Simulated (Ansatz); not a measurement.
**CHGeN: density, localisation and related maps**

The calculation's input:

```
crystal:
  periodic: [false, false, false]
  atoms:
    - {symbol: C, position_ang: [-0.238891, -1.196637, 1.763034]}
    - {symbol: Ge, position_ang: [1.017090, 0.710238, -0.264054]}
    - {symbol: "N", position_ang: [0.137494, -0.409081, 0.955379]}
    - {symbol: H, position_ang: [-0.341342, 1.441929, -0.663118]}
basis:
  gaussian: {orbitals: def2-TZVPD}
total_charge: 0
hamiltonian: {xc: {name: PBE0}}
output: {forces: true, orbitals: {seedname: orbitals}}
```

Launched as:

```sh
ansatz run input.yaml --threads 1 --pin off --max-ram 2610MiB --events-out events.jsonl --progress --plain --runs-dir runs
```

Geometry: r2SCAN-D4/def2-SVP.

All numbers below come from isolated molecule in a Gaussian basis; Kohn-Sham density functional theory, functional PBE0 in Ansatz 0.2.0.

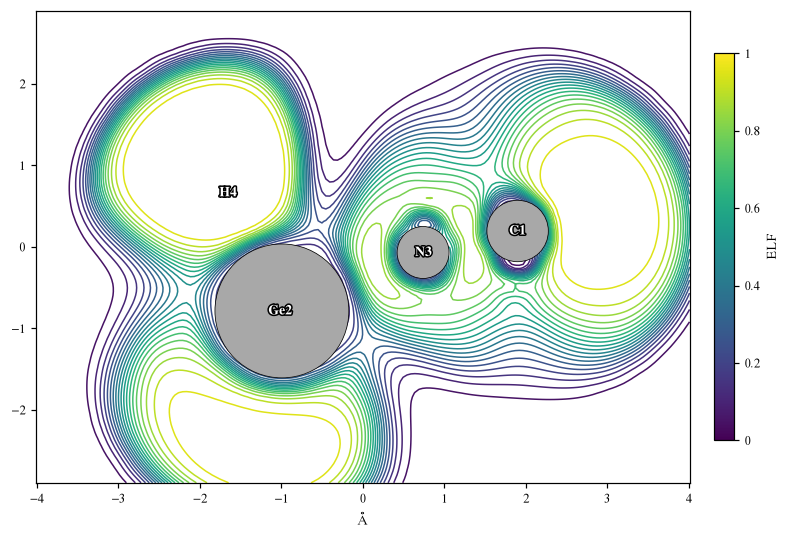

Figure 1. Electron localisation function on the molecular plane. Grey discs cover the atomic cores.

> Describe what can be read from this map.

- The section cuts through C, Ge, N and H sites.
- C–N (1.19 Å): the ELF peaks at about 0.90 between the atoms; a short, multiple covalent bond.
- Ge–N (1.87 Å): the ELF peaks at about 0.90 in the valence shell of N, 0.6 Å from its nucleus, and is about 0.40 at the midpoint.
- Ge–H (1.59 Å): the ELF climbs to about 1 towards the hydrogen.
- The ELF also peaks beside C1 and N3, away from the bonds: lone-pair regions.

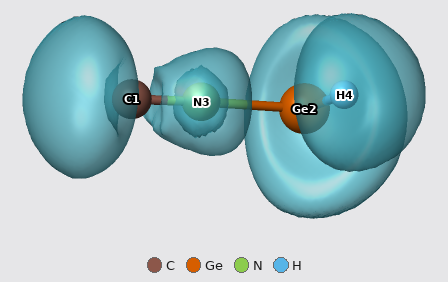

Figure 2. Isosurface of the electron localisation function at 0.75 (cyan), seen from one side. Core shells and regions of very low density are left out.

> Identify the bonds, lone pairs and shells in this picture.

At this value the surface marks out one region around a hydrogen nucleus, one region on N in which the atom's valence shell and bonds are merged, one lobe on C, pointing away from the bonds (lone pairs) and one lobe on Ge, pointing away from the bonds (lone pairs).

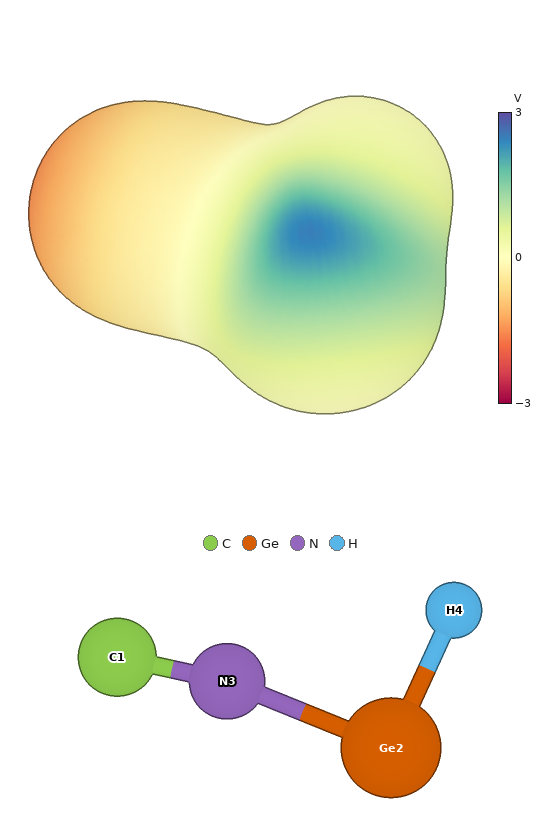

Figure 3. The molecular electrostatic potential painted on the density surface at 0.001 e/bohr³, seen across its widest extent; red is negative and blue positive. The bare structure is drawn below in the same view.

> Which sites attract a positive test charge, and which a negative one?

A positive charge is drawn to the negative regions and a negative charge to the positive ones. The most negative region (about −1.5 V) lies over C1, the most positive (about +2.4 V) over Ge2.

> How polar is the molecule by this calculation?

Its dipole moment is 3.51 D.
